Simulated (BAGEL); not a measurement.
# CH2BF3O (SMILES OC(F)B(F)F): levels of theory compared

We compute a comparison of 4 runs (B3LYP/6-31G*, B3LYP/def2-SVP, PBE0/def2-SVP, RI-MP2/def2-SVP) of CH2BF3O. 

Program for the calculation: BAGEL 1.2.2.

2 further runs of the same task are left out: 1 that didn't finish, 1 set aside as unsound or not needed.

**1. The structure to begin with**

CH2BF3O: 8 atoms, total charge 0, spin state singlet. SMILES: `OC(F)B(F)F`. The shape is that of a PBE0-D4/def2-TZVP optimisation. This is one conformer, not always the lowest.

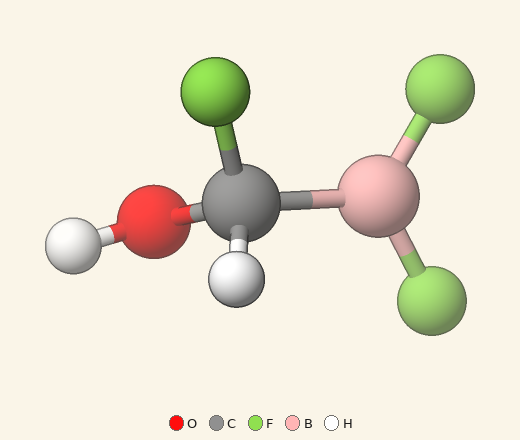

Viewed from a chosen angle; oxygen red, carbon grey, fluorine green, boron pink, hydrogen white.

**2. A single-point energy at B3LYP/6-31G(d) (density fitting with qzvpp-jkfit, spherical functions) (run 1)**

input.json

```json
{ "bagel" : [

{
  "title" : "molecule",
  "basis" : "6-31gs.json",
  "df_basis" : "qzvpp-jkfit",
  "angstrom" : "true",
  "geometry" : [
    { "atom" : "O", "xyz" : [   -0.197300,   -1.323900,    0.466200 ] },
    { "atom" : "C", "xyz" : [    0.446500,   -0.164100,    0.086400 ] },
    { "atom" : "F", "xyz" : [    1.166700,    0.362800,    1.146700 ] },
    { "atom" : "B", "xyz" : [   -0.673500,    0.866000,   -0.392200 ] },
    { "atom" : "F", "xyz" : [   -1.258000,    0.689100,   -1.556000 ] },
    { "atom" : "F", "xyz" : [   -1.023000,    1.898300,    0.333000 ] },
    { "atom" : "H", "xyz" : [    0.445400,   -2.033100,    0.566400 ] },
    { "atom" : "H", "xyz" : [    1.185400,   -0.352200,   -0.706200 ] }
  ]
},
{ "title" : "ks", "xc_func" : "b3lyp" },
{ "title" : "print", "file" : "orbitals.molden", "orbitals" : "true" }

]}
```

The basis set 6-31G* is read from a file made from the Basis Set Exchange's data (not shown).

Started as:

```sh
$ BAGEL_NUM_THREADS=1 BAGEL input.json > input.out
```

What it wrote:

```text
* using 1 threads per process

  ===============================================================
  ===============================================================

  *** Geometry ***

  { "atom" : "O", "xyz" : [     -0.372843,     -2.501808,      0.880990 ] },
  { "atom" : "C", "xyz" : [      0.843763,     -0.310104,      0.163272 ] },
  { "atom" : "F", "xyz" : [      2.204743,      0.685593,      2.166949 ] },
  { "atom" : "B", "xyz" : [     -1.272731,      1.636503,     -0.741151 ] },
  { "atom" : "F", "xyz" : [     -2.377275,      1.302210,     -2.940414 ] },
  { "atom" : "F", "xyz" : [     -1.933190,      3.587267,      0.629279 ] },
  { "atom" : "H", "xyz" : [      0.841684,     -3.842002,      1.070341 ] },
  { "atom" : "H", "xyz" : [      2.240081,     -0.665562,     -1.334525 ] },

  Number of auxiliary basis functions:      494

  Since a DF basis is specified, we compute 2- and 3-index integrals:
    o Being stored without compression. Storage requirement is 0.031 GB

  Number of basis functions:       88
  Number of electrons      :       48

    * METHOD: MOLECULE                             0.22

  *** Kohn-Sham DFT ***

    * Removing 15536 points whose weight is below 1.00e-10
    * Grid points: 103712

  === Nuclear Repulsion ===
   236.2151493908

       - DIIS with orbital gradients will be used.

  === KS iteration (b3lyp / 6-31gs.json) ===
      0       -408.86616746          0.14255349           0.32
      1       -397.05313551          0.18146709           0.31
      2       -393.59447267          0.19532326           0.31
      3       -430.31812140          0.11392918           0.31
      4       -436.84674319          0.05658588           0.31
      5       -438.66349651          0.02444676           0.31
      6       -438.84010739          0.01748689           0.31
      7       -438.99699104          0.00369536           0.31
      8       -439.00122252          0.00203727           0.32
      9       -439.00246482          0.00119196           0.32
     10       -439.00314987          0.00012341           0.32
     11       -439.00315159          0.00010659           0.32
     12       -439.00315630          0.00003861           0.32
     13       -439.00315684          0.00001769           0.33
     14       -439.00315697          0.00000754           0.32
     15       -439.00315700          0.00000261           0.32
     16       -439.00315700          0.00000126           0.31
     17       -439.00315700          0.00000050           0.31
     18       -439.00315700          0.00000027           0.31
     19       -439.00315700          0.00000013           0.31
     20       -439.00315700          0.00000008           0.31
     21       -439.00315700          0.00000004           0.31
     22       -439.00315700          0.00000001           0.31
     23       -439.00315700          0.00000001           0.31
    * SCF iteration converged.

    * Permanent dipole moment:
           (   -0.515476,     0.587660,     0.395214) a.u.

    * METHOD: KS                                   8.04

    * METHOD: PRINT                                0.01

  ===============================================================
```

It took 8.7 s on 1 thread of Arm Neoverse V2, shared host; peak memory 0.44 GiB.

**3. The energy at B3LYP/def2-SVP (density fitting with qzvpp-jkfit) (run 2)**

input.json

```json
{ "bagel": [

{
  "title": "molecule",
  "basis": "svp",
  "df_basis": "qzvpp-jkfit",
  "angstrom": "true",
  "geometry": [
    { "atom": "O", "xyz": [      -0.197300,      -1.323900,       0.466200 ] },
    { "atom": "C", "xyz": [       0.446500,      -0.164100,       0.086400 ] },
    { "atom": "F", "xyz": [       1.166700,       0.362800,       1.146700 ] },
    { "atom": "B", "xyz": [      -0.673500,       0.866000,      -0.392200 ] },
    { "atom": "F", "xyz": [      -1.258000,       0.689100,      -1.556000 ] },
    { "atom": "F", "xyz": [      -1.023000,       1.898300,       0.333000 ] },
    { "atom": "H", "xyz": [       0.445400,      -2.033100,       0.566400 ] },
    { "atom": "H", "xyz": [       1.185400,      -0.352200,      -0.706200 ] }
  ]
},

{
  "title": "ks",
  "xc_func": "b3lyp"
},

{
  "title": "print",
  "file": "orbitals.molden",
  "orbitals": "true"
}

]}
```

Started as:

```sh
$ BAGEL_NUM_THREADS=1 BAGEL input.json > input.out
```

What it wrote:

```text
* using 1 threads per process

  ===============================================================
  ===============================================================

  *** Geometry ***

  { "atom" : "O", "xyz" : [     -0.372843,     -2.501808,      0.880990 ] },
  { "atom" : "C", "xyz" : [      0.843763,     -0.310104,      0.163272 ] },
  { "atom" : "F", "xyz" : [      2.204743,      0.685593,      2.166949 ] },
  { "atom" : "B", "xyz" : [     -1.272731,      1.636503,     -0.741151 ] },
  { "atom" : "F", "xyz" : [     -2.377275,      1.302210,     -2.940414 ] },
  { "atom" : "F", "xyz" : [     -1.933190,      3.587267,      0.629279 ] },
  { "atom" : "H", "xyz" : [      0.841684,     -3.842002,      1.070341 ] },
  { "atom" : "H", "xyz" : [      2.240081,     -0.665562,     -1.334525 ] },

  Number of auxiliary basis functions:      494

  Since a DF basis is specified, we compute 2- and 3-index integrals:
    o Being stored without compression. Storage requirement is 0.035 GB

  Number of basis functions:       94
  Number of electrons      :       48

    * METHOD: MOLECULE                             0.21

  *** Kohn-Sham DFT ***

    * Removing 15536 points whose weight is below 1.00e-10
    * Grid points: 103712

  === Nuclear Repulsion ===
   236.2151493908

       - DIIS with orbital gradients will be used.

  === KS iteration (b3lyp / svp) ===
      0       -408.27293983          0.13693709           0.36
      1       -394.35828348          0.17507258           0.38
      2       -398.01547277          0.18126745           0.37
      3       -432.39789655          0.08900788           0.36
      4       -435.13044938          0.07223555           0.36
      5       -438.41600332          0.02050641           0.36
      6       -438.55284874          0.01648298           0.36
      7       -438.68342535          0.00359902           0.35
      8       -438.68945152          0.00159767           0.35
      9       -438.69004241          0.00113690           0.35
     10       -438.69079400          0.00008018           0.33
     11       -438.69079680          0.00004639           0.35
     12       -438.69079771          0.00002264           0.35
     13       -438.69079798          0.00000522           0.34
     14       -438.69079799          0.00000433           0.34
     15       -438.69079800          0.00000064           0.33
     16       -438.69079800          0.00000037           0.33
     17       -438.69079800          0.00000006           0.33
     18       -438.69079800          0.00000003           0.34
     19       -438.69079800          0.00000001           0.34
     20       -438.69079800          0.00000000           0.33
    * SCF iteration converged.

    * Permanent dipole moment:
           (   -0.528055,     0.642050,     0.410578) a.u.

    * METHOD: KS                                   7.80

    * METHOD: PRINT                                0.01

  ===============================================================
```

It took 8.4 s on 1 thread of Arm Neoverse V2, shared host; peak memory 0.46 GiB.

Run 3 isn't shown in full; the table further down has it.

**4. The energy at RI-MP2/def2-SVP (density fitting with qzvpp-jkfit) (run 4)**

mp2.json

```json
{ "bagel" : [

{
  "title" : "molecule",
  "basis" : "svp",
  "df_basis" : "qzvpp-jkfit",
  "angstrom" : true,
  "geometry" : [
    { "atom" : "O", "xyz" : [      -0.197300,      -1.323900,       0.466200 ] },
    { "atom" : "C", "xyz" : [       0.446500,      -0.164100,       0.086400 ] },
    { "atom" : "F", "xyz" : [       1.166700,       0.362800,       1.146700 ] },
    { "atom" : "B", "xyz" : [      -0.673500,       0.866000,      -0.392200 ] },
    { "atom" : "F", "xyz" : [      -1.258000,       0.689100,      -1.556000 ] },
    { "atom" : "F", "xyz" : [      -1.023000,       1.898300,       0.333000 ] },
    { "atom" : "H", "xyz" : [       0.445400,      -2.033100,       0.566400 ] },
    { "atom" : "H", "xyz" : [       1.185400,      -0.352200,      -0.706200 ] }
  ]
},

{ "title" : "hf" },

{ "title" : "mp2", "ncore" : 6 }

]}
```

Started as:

```sh
$ BAGEL_NUM_THREADS=1 BAGEL mp2.json > mp2.out
```

What it wrote:

```text
* using 1 threads per process

  ===============================================================
  ===============================================================

  *** Geometry ***

  { "atom" : "O", "xyz" : [     -0.372843,     -2.501808,      0.880990 ] },
  { "atom" : "C", "xyz" : [      0.843763,     -0.310104,      0.163272 ] },
  { "atom" : "F", "xyz" : [      2.204743,      0.685593,      2.166949 ] },
  { "atom" : "B", "xyz" : [     -1.272731,      1.636503,     -0.741151 ] },
  { "atom" : "F", "xyz" : [     -2.377275,      1.302210,     -2.940414 ] },
  { "atom" : "F", "xyz" : [     -1.933190,      3.587267,      0.629279 ] },
  { "atom" : "H", "xyz" : [      0.841684,     -3.842002,      1.070341 ] },
  { "atom" : "H", "xyz" : [      2.240081,     -0.665562,     -1.334525 ] },

  Number of auxiliary basis functions:      494

  Since a DF basis is specified, we compute 2- and 3-index integrals:
    o Being stored without compression. Storage requirement is 0.035 GB

  Number of basis functions:       94
  Number of electrons      :       48

    * METHOD: MOLECULE                             0.21

  *** RHF ***

  === Nuclear Repulsion ===
   236.2151493908

      * DIIS with orbital gradients will be used.

  === RHF iteration (svp) ===
      0       -436.36153828          0.02124849           0.07
      1       -436.56629462          0.01371201           0.06
      2       -436.66827535          0.00127429           0.07
      3       -436.66982765          0.00027194           0.06
      4       -436.66988760          0.00007689           0.06
      5       -436.66989474          0.00002931           0.06
      6       -436.66989552          0.00001122           0.06
      7       -436.66989565          0.00000211           0.06
      8       -436.66989566          0.00000080           0.06
      9       -436.66989566          0.00000032           0.06
     10       -436.66989566          0.00000010           0.06
     11       -436.66989566          0.00000004           0.06
     12       -436.66989566          0.00000002           0.06
     13       -436.66989566          0.00000001           0.06
    * SCF iteration converged.

    * Permanent dipole moment:
           (   -0.622570,     0.709146,     0.516087) a.u.

    * METHOD: HF                                   1.06

  *** RHF ***

  === Nuclear Repulsion ===
   236.2151493908

      * DIIS with orbital gradients will be used.

  === RHF iteration (svp) ===
      0       -436.66989566          0.00000000           0.06
    * SCF iteration converged.

    * Permanent dipole moment:
           (   -0.622570,     0.709146,     0.516088) a.u.

  === DF-MP2 calculation ===

    * freezing 6 orbitals
    * 3-index integral transformation done
    * assembly done

      MP2 correlation energy:   -0.9442038677      0.06

      MP2 total energy:       -437.6140995273

    * METHOD: MP2                                  0.21

  ===============================================================
```

Run time: 1.6 s. Hardware: 1 thread of Arm Neoverse V2, shared host; peak memory 0.13 GiB.

**5. The series**

```
run                                                                 level  frozen core orbitals  energy (Eh)  dipole moment (D)  HOMO energy (eV)  LUMO energy (eV)  wall time
  1  B3LYP/6-31G* (density fitting with qzvpp-jkfit, spherical functions)                     –  -439.003157               2.23             -8.50             -0.24      8.7 s
  2                     B3LYP/def2-SVP (density fitting with qzvpp-jkfit)                     –  -438.690798               2.36             -8.72             -0.55      8.4 s
  3                      PBE0/def2-SVP (density fitting with qzvpp-jkfit)                     –  -438.248074               2.41             -9.03             -0.30      7.2 s
  4                    RI-MP2/def2-SVP (density fitting with qzvpp-jkfit)                     6  -437.614100                  –                 –                 –      1.6 s
```

**6. What came out**

| quantity | value |
| --- | --- |
| run 4: total energy | -437.61410 Eh |
| run 4: correlation energy (6 core orbitals frozen) | -944.2 mEh |

**Reading.** Over runs 1, 2, 3 the dipole moment (its size) runs from 2.23 D (B3LYP/6-31G*) to 2.41 D (PBE0/def2-SVP). The two ends differ in method and basis. Over runs 1, 2, 3 the HOMO–LUMO gap runs from 8.17 eV (B3LYP/def2-SVP) to 8.73 eV (PBE0/def2-SVP). Totals of different functionals can't be ranked against each other. All runs together took 26 s, the longest 8.7 s.
